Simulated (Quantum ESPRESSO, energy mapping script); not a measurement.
# Fe: energy mapping under PBE, QE, GBRV, part 2 of 2

Aim: the exchange couplings of Fe from the energies of a few collinear orders, and the ordering temperature that they give.

PBE; plane waves, collinear spin, no spin–orbit coupling.

So far. Step 6 (Parallel start in cell C (3 atoms)): The run ends ferromagnetic. For each magnetic atom its energy differs from the parallel run of the first cell by 1.70 meV, an error that one common reference would have brought in. Step 7 (Uncompensated ++− start in cell C (3 atoms)): The run ends ferrimagnetic, 205.97 meV a magnetic atom above the parallel order of its cell (energies taken at zero occupation width, not the printed F).

The database entry behind the starting cell differs from later determinations by our own check (an axis about 0.7 % long against later determinations), so it need not match the best structure at ambient conditions.

### Step 8. Parallel start in cell D (3 atoms)

Level of this step: PBE, GBRV potentials (Quantum ESPRESSO).

A new cell needs its own zero of energy.

This run holds the same structure in another cell (b 4.081 → 2.499 Å, c 4.081 → 6.290 Å, α 120.0 → 97.6°, β 90.0 → 97.6°, γ 90.0 → 109.5°).

Input file pw.in:

```
&control
  calculation = 'scf'
  prefix = 'pw'
  outdir = './tmp/'
  pseudo_dir = './pseudo/'
  verbosity = 'low'
/
&system
  ibrav = 0
  nat = 3
  ntyp = 1
  ecutwfc = 45
  ecutrho = 360
  nbnd = 43
  occupations = 'smearing'
  smearing = 'fd'
  degauss = 0.00734986
  nspin = 2
  starting_magnetization(1) = 0.1750
/
&electrons
  conv_thr = 7.5e-09
  electron_maxstep = 120
  mixing_beta = 0.3
  mixing_mode = 'plain'
/
ATOMIC_SPECIES
  Fe 55.8450 Fe.upf
CELL_PARAMETERS angstrom
  -1.44300000 1.44300000 1.44300000
  1.44300000 -1.44300000 1.44300000
  4.32900000 4.32900000 -1.44300000
ATOMIC_POSITIONS crystal
  Fe 0.00000000 0.00000000 0.00000000
  Fe 0.66666667 0.66666667 0.33333333
  Fe 0.33333333 0.33333333 0.66666667
K_POINTS automatic
  14 14 14 0 0 0
```

On the command line:

```console
OMP_NUM_THREADS=1 mpirun -n 4 pw.x -nk 4 -in pw.in > pw.out
```

The program printed:

```text
[banner, memory and clock lines left out]
Program PWSCF v.7.5 starts
[...]
unit-cell volume          =     243.3195 (a.u.)^3
     number of atoms/cell      =            3
[...]
number of electrons       =        48.00
     number of Kohn-Sham states=           43
     kinetic-energy cutoff     =      45.0000  Ry
     charge density cutoff     =     360.0000  Ry
[...]
internal energy E=F+TS    =    -751.03319159 Ry
     The total energy is F=E-TS. E is the sum of the following terms:
     one-electron contribution =    -355.65725526 Ry
     hartree contribution      =     204.71888692 Ry
     xc contribution           =     -87.61597907 Ry
     ewald contribution        =    -512.47884418 Ry
     total magnetization       =     7.09 Bohr mag/cell
     absolute magnetization    =     7.51 Bohr mag/cell
     convergence has been achieved in  13 iterations
[key lines of the parts left out:]
!    total energy              =    -751.04081139 Ry
the Fermi energy is    16.9708 ev
```

It took 3.6 min on 4 MPI ranks of Arm Neoverse V2, shared host; peak memory 1 GiB; 14 min of CPU time.

The run ends ferromagnetic. For each magnetic atom its energy differs from the parallel run of the first cell by 0.16 meV, an error that one common reference would have brought in.

### Step 9. Order 8: uncompensated ++−, cell D of 3 atoms

This order reverses 2.67 of the 8 neighbours at 2.50 Å, 2.67 of the 6 neighbours at 2.89 Å and 6.67 of the 12 neighbours at 4.08 Å, counted for an average magnetic atom.

Input file pw.in:

```
&control
  calculation = 'scf'
  prefix = 'pw'
  outdir = './tmp/'
  pseudo_dir = './pseudo/'
  verbosity = 'low'
/
&system
  ibrav = 0
  nat = 3
  ntyp = 2
  ecutwfc = 45
  ecutrho = 360
  nbnd = 40
  occupations = 'smearing'
  smearing = 'fd'
  degauss = 0.00734986
  nspin = 2
  starting_magnetization(1) = 0.1750
  starting_magnetization(2) = -0.1750
/
&electrons
  conv_thr = 7.5e-09
  electron_maxstep = 120
  mixing_beta = 0.3
  mixing_mode = 'plain'
/
ATOMIC_SPECIES
  Fe1 55.8450 Fe.upf
  Fe2 55.8450 Fe.upf
CELL_PARAMETERS angstrom
  -1.44300000 1.44300000 1.44300000
  1.44300000 -1.44300000 1.44300000
  4.32900000 4.32900000 -1.44300000
ATOMIC_POSITIONS crystal
  Fe1 0.00000000 0.00000000 0.00000000
  Fe1 0.66666667 0.66666667 0.33333333
  Fe2 0.33333333 0.33333333 0.66666667
K_POINTS automatic
  14 14 14 0 0 0
```

The program printed:

```text
[banner, memory and clock lines left out]
Program PWSCF v.7.5 starts
[...]
unit-cell volume          =     243.3195 (a.u.)^3
     number of atoms/cell      =            3
[...]
number of electrons       =        48.00
     number of Kohn-Sham states=           40
     kinetic-energy cutoff     =      45.0000  Ry
     charge density cutoff     =     360.0000  Ry
[...]
internal energy E=F+TS    =    -751.00433894 Ry
     The total energy is F=E-TS. E is the sum of the following terms:
     one-electron contribution =    -355.44592063 Ry
     hartree contribution      =     204.46538793 Ry
     xc contribution           =     -87.54496206 Ry
     ewald contribution        =    -512.47884418 Ry
     total magnetization       =     2.34 Bohr mag/cell
     absolute magnetization    =     7.23 Bohr mag/cell
     convergence has been achieved in  14 iterations
[key lines of the parts left out:]
!    total energy              =    -751.01304822 Ry
the Fermi energy is    17.3190 ev
```

Elapsed: 3.5 min, on 4 MPI ranks; peak memory 0.99 GiB.

The run ends ferrimagnetic, 128.38 meV a magnetic atom above the parallel order of its cell (energies taken at zero occupation width, not the printed F).

### Step 10. Parallel start in cell E (3 atoms)

A new cell needs its own zero of energy.

This run holds the same structure in another cell (a 2.499 → 2.886 Å, b 2.499 → 2.886 Å, c 6.290 → 4.786 Å, α 97.6 → 107.5°, β 97.6 → 107.5°, γ 109.5 → 90.0°).

Input file pw.in:

```
&control
  calculation = 'scf'
  prefix = 'pw'
  outdir = './tmp/'
  pseudo_dir = './pseudo/'
  verbosity = 'low'
/
&system
  ibrav = 0
  nat = 3
  ntyp = 1
  ecutwfc = 45
  ecutrho = 360
  nbnd = 43
  occupations = 'smearing'
  smearing = 'fd'
  degauss = 0.00734986
  nspin = 2
  starting_magnetization(1) = 0.1750
/
&electrons
  conv_thr = 7.5e-09
  electron_maxstep = 120
  mixing_beta = 0.3
  mixing_mode = 'plain'
/
ATOMIC_SPECIES
  Fe 55.8450 Fe.upf
CELL_PARAMETERS angstrom
  0.00000000 -2.88600000 0.00000000
  -2.88600000 0.00000000 0.00000000
  1.44300000 1.44300000 -4.32900000
ATOMIC_POSITIONS crystal
  Fe 0.66666667 0.66666667 0.33333333
  Fe 0.33333333 0.33333333 0.66666667
  Fe 0.00000000 0.00000000 0.00000000
K_POINTS automatic
  12 12 12 0 0 0
```

The program printed:

```text
[banner, memory and clock lines left out]
Program PWSCF v.7.5 starts
[...]
unit-cell volume          =     243.3195 (a.u.)^3
     number of atoms/cell      =            3
[...]
number of electrons       =        48.00
     number of Kohn-Sham states=           43
     kinetic-energy cutoff     =      45.0000  Ry
     charge density cutoff     =     360.0000  Ry
[...]
internal energy E=F+TS    =    -751.03332261 Ry
     The total energy is F=E-TS. E is the sum of the following terms:
     one-electron contribution =    -355.65878635 Ry
     hartree contribution      =     204.71877583 Ry
     xc contribution           =     -87.61446792 Ry
     ewald contribution        =    -512.47884418 Ry
     total magnetization       =     7.06 Bohr mag/cell
     absolute magnetization    =     7.49 Bohr mag/cell
     convergence has been achieved in  13 iterations
[key lines of the parts left out:]
!    total energy              =    -751.04081350 Ry
the Fermi energy is    16.9766 ev
```

It took 70 s on 4 MPI ranks; peak memory 0.59 GiB.

The run ends ferromagnetic. For each magnetic atom its energy differs from the parallel run of the first cell by -0.14 meV, an error that one common reference would have brought in.

### Step 11. Order 10: uncompensated ++−, cell E of 3 atoms

This order reverses 5.33 of the 8 neighbours at 2.50 Å, 1.33 of the 6 neighbours at 2.89 Å and 5.33 of the 12 neighbours at 4.08 Å, counted for an average magnetic atom.

Input file pw.in:

```
&control
  calculation = 'scf'
  prefix = 'pw'
  outdir = './tmp/'
  pseudo_dir = './pseudo/'
  verbosity = 'low'
/
&system
  ibrav = 0
  nat = 3
  ntyp = 2
  ecutwfc = 45
  ecutrho = 360
  nbnd = 40
  occupations = 'smearing'
  smearing = 'fd'
  degauss = 0.00734986
  nspin = 2
  starting_magnetization(1) = 0.1750
  starting_magnetization(2) = -0.1750
/
&electrons
  conv_thr = 7.5e-09
  electron_maxstep = 120
  mixing_beta = 0.3
  mixing_mode = 'plain'
/
ATOMIC_SPECIES
  Fe1 55.8450 Fe.upf
  Fe2 55.8450 Fe.upf
CELL_PARAMETERS angstrom
  0.00000000 -2.88600000 0.00000000
  -2.88600000 0.00000000 0.00000000
  1.44300000 1.44300000 -4.32900000
ATOMIC_POSITIONS crystal
  Fe1 0.66666667 0.66666667 0.33333333
  Fe1 0.33333333 0.33333333 0.66666667
  Fe2 0.00000000 0.00000000 0.00000000
K_POINTS automatic
  12 12 12 0 0 0
```

The program printed:

```text
[banner, memory and clock lines left out]
Program PWSCF v.7.5 starts
[...]
unit-cell volume          =     243.3195 (a.u.)^3
     number of atoms/cell      =            3
[...]
number of electrons       =        48.00
     number of Kohn-Sham states=           40
     kinetic-energy cutoff     =      45.0000  Ry
     charge density cutoff     =     360.0000  Ry
[...]
internal energy E=F+TS    =    -750.96872990 Ry
     The total energy is F=E-TS. E is the sum of the following terms:
     one-electron contribution =    -355.35874380 Ry
     hartree contribution      =     204.36555408 Ry
     xc contribution           =     -87.49669601 Ry
     ewald contribution        =    -512.47884418 Ry
     total magnetization       =     2.41 Bohr mag/cell
     absolute magnetization    =     6.92 Bohr mag/cell
     convergence has been achieved in  20 iterations
[key lines of the parts left out:]
!    total energy              =    -750.98236942 Ry
the Fermi energy is    17.3652 ev
```

The job ended after 97 s (4 MPI ranks; peak memory 0.58 GiB; 6.5 min of CPU time).

The run ends ferrimagnetic, 279.00 meV a magnetic atom above the parallel order of its cell (energies taken at zero occupation width, not the printed F).

### Step 12. The fit

Each energy difference is a sum of couplings weighted by the pairs that the order reverses. A few near shells are fitted to the differences by least squares. Energies are those extrapolated to zero occupation width, not the free energies F.

The orders that converged (zero: parallel moments in the same cell):

```csv
order,atoms,energy (meV a magnetic atom),moments (μB),moments kept as typed,"opposed neighbours at 2.50, 2.89, 4.08 Å"
parallel in cell A,2,0.00,2.42,yes,"0, 0, 0"
compensated +− in cell A,2,231.75,2.22,yes,"4, 4, 8"
parallel in cell B,2,0.00,2.43,yes,"0, 0, 0"
compensated +− in cell B,2,484.39,1.98,yes,"8, 0, 0"
parallel in cell C,3,0.00,2.42,yes,"0, 0, 0"
uncompensated ++− in cell C,3,205.97,2.06 to 2.43,yes,"4, 4, 4"
parallel in cell D,3,0.00,2.42,yes,"0, 0, 0"
uncompensated ++− in cell D,3,128.38,2.29 to 2.35,yes,"2.67, 2.67, 6.67"
parallel in cell E,3,0.00,2.42,yes,"0, 0, 0"
uncompensated ++− in cell E,3,279.00,2.12 to 2.28,yes,"5.33, 1.33, 5.33"
```

Couplings from the energies, with E = −Σ J e·e over ordered pairs:

```csv
pair,distance (Å),neighbours,J (meV)
Fe–Fe,2.50,8,26.9
Fe–Fe,2.89,6,0.224
Fe–Fe,4.08,12,-2.13
Fe–Fe,4.79,24,1.06
```

These orders cannot tell some unfitted shells from fitted ones: the value at 2.50 Å holds J(2.50) + 3 J(7.07), the value at 2.89 Å holds J(2.89) + 4 J(6.29), the value at 4.08 Å holds J(4.08) − 2 J(6.29) + 2 J(6.45) + 2 J(7.07) and the value at 4.79 Å holds J(4.79) + J(6.29) − J(7.07); other unfitted shells add to the values wholly or in part.

Adding the shell at 5.00 Å gives 31, -0.55, -0.38, -0.37 and -4.0 meV and a mean-field temperature of 1567 K, an exact solve that tests nothing.

Limits of this fit: moments change by up to 18 % between orders.

In mean field these couplings order at 1671 K, at q = 0 (the pattern repeats with the chemical cell).

### Step 13. Ordering temperature by Monte Carlo

Mean field ignores fluctuations and overstates the ordering temperature, so the model is also sampled. The heat capacity peaks where order sets in.

Classical unit spins with these couplings on 8×8×8 copies of a cell that holds the lowest order (512 spins), heat-bath sweeps, cooled from random directions, 883 sweeps to settle and 2649 measured at each temperature, averaged over 4 runs.

```csv
T (K),order along the lowest pattern,net moment,heat capacity (k_B a spin)
201,0.95,0.95,1.03
343,0.91,0.91,1.08
557,0.84,0.84,1.16
699,0.79,0.79,1.27
841,0.73,0.73,1.43
1055,0.62,0.62,1.74
1198,0.50,0.50,2.08
1269,0.41,0.41,2.18
1340,0.31,0.31,1.85
1482,0.16,0.16,0.72
1696,0.11,0.11,0.34
1838,0.09,0.09,0.24
```

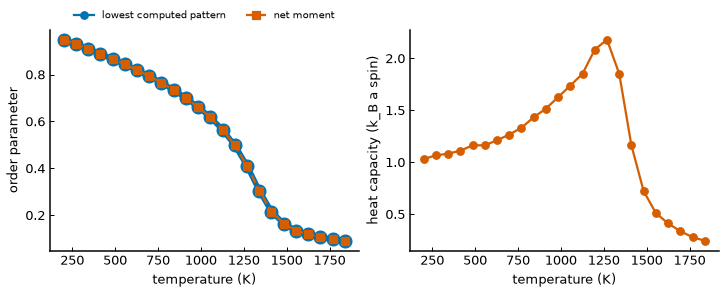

Order parameter and heat capacity against temperature.

The smoothed heat capacity peaks at 1238 K.

### Step 14. Outcome

```yaml
lowest_order_tried: parallel
largest_fitted_value_a_combination_of_shells_fe_fe_at_2p50_a: 26.9 meV
ordering_temperature_mean_field: 1671 K
heat_capacity_peak_monte_carlo: 1238 K
```

**Reading.** Of the orders tried, Fe prefers parallel moments under PBE, QE, GBRV, and the heat capacity of the fitted model peaks near 1238 K (Monte Carlo, classical spins). The largest fitted value is 27 meV, at 2.50 Å. It is a combination of shells that these orders cannot split, so neither its size nor its sign can be laid on that pair alone. The orders also reverse pairs at 5.00 Å, which are not fitted, so the fitted values hold their part too. With 5 differences for 4 couplings the fit misses by 24 meV at most, a small part of the spread. In the fitted orders moments change by up to 18 % against the parallel run of the same cell, so a model of fixed spins is doubtful here. Every order is gapless on its mesh at this level. In a metal exchange reaches farther, and a short model of fixed moments is less apt. Monte Carlo puts the peak at 0.74 of the mean-field temperature, since mean field leaves out fluctuations. In tests on simple cubic and body-centred models such peaks lay 5 to 6 % under the bulk value.

10 further runs of the session are left out of this account and of its counts and ranges: runs hit by known faults of a program or its files, repeats, responses too ill-conditioned to give a U, cells squeezed past sense, harmless faults, or fits whose shells could not be counted again from the structure.

[Logs and program files are shortened in this print: banners, set-up blocks, solver, clock and traceback lines can be left out without a mark of their own.]

[Logs are printed without paths, hosts, clocks, repeated set-up lines and the standing remarks that a program may print on its own settings, such as how far it seeks lower states.]

[Hosts, paths, dates, database ids (printed as entryN), source tags and the programs' standing remarks are cut or masked in the printed files.]

[Where a cell is said to come from a database of computed structures, the database is the Materials Project.]
